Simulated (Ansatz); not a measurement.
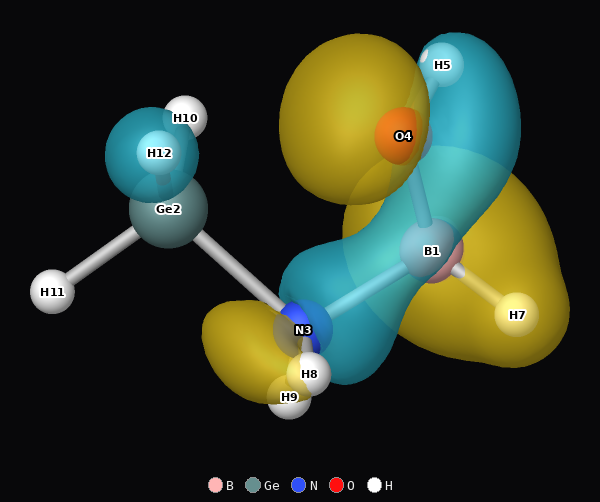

*BGeH8NO (SMILES O[BH2-][NH2+][GeH3]). The HOMO−1 at ±0.1 Å⁻³ᐟ² (yellow and cyan are the two phases), seen at a tilt.*

Geometry: B3LYP-D3(BJ)/def2-SVP.

Computed with isolated molecule in a Gaussian basis; Kohn-Sham density functional theory, functional PBE0 (Ansatz).

```xyz
12

B    -1.4749   -0.6376    1.7292
Ge    0.3617    1.4588    0.9939
N    -0.4006   -0.2662    0.5398
O    -1.9779    0.7021    2.0415
H    -2.2106    0.7822    2.9714
H    -0.8033   -1.1568    2.6233
H    -2.2889   -1.4053    1.2198
H    -0.8925   -0.2019   -0.3551
H     0.3109   -0.9912    0.4272
H     0.7156    1.4635    2.4795
H     1.6671    1.4696    0.1538
H    -0.5605    2.5713    0.4998
```

Q: Describe this orbital and give its energy.

A: It lies mainly on O4 (about 35 %), B1 (about 20 %), H6 (about 20 %) and N3 (about 10 %). Its energy is −8.39 eV.
